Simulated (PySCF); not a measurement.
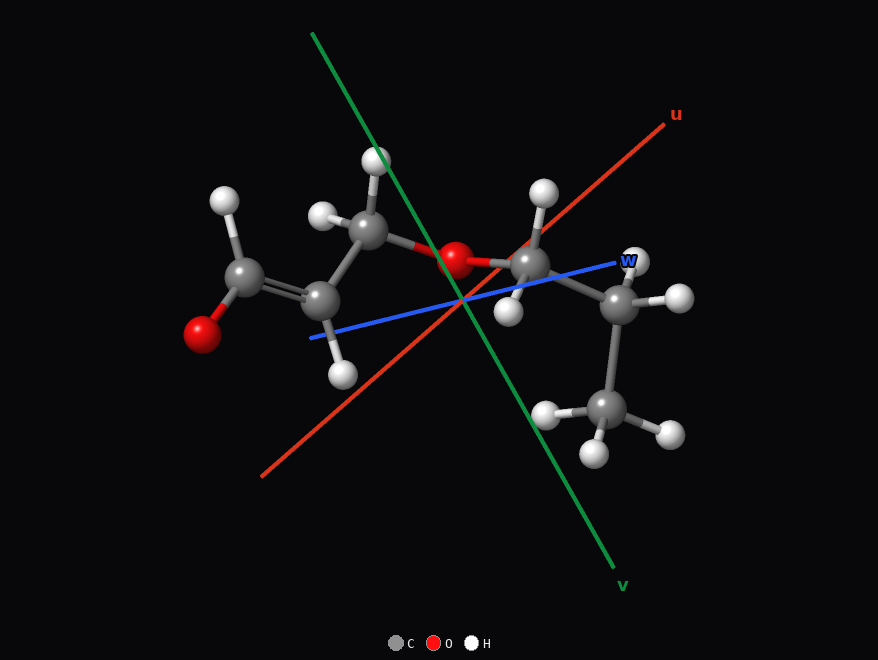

The lines u, v and w are the principal axes of the g tensor. State: neutral, doublet. The geometry was computed by an optimisation with GFN2-xTB. No frequency run is at hand to confirm it as a minimum. Method: UKS B3LYP, pcH-1 on C H O, non-relativistic, mean-field spin-orbit, GIAO (PySCF 2.14.0).

> Along which axis does g lie farthest from the free-electron value?

Along u: the shift is 6967 ppm.

Give the principal values and shifts.

| axis | g | shift (ppm) |
| --- | --- | --- |
| u | 2.00929 | 6967 |
| v | 2.00448 | 2159 |
| w | 2.00215 | −174 |
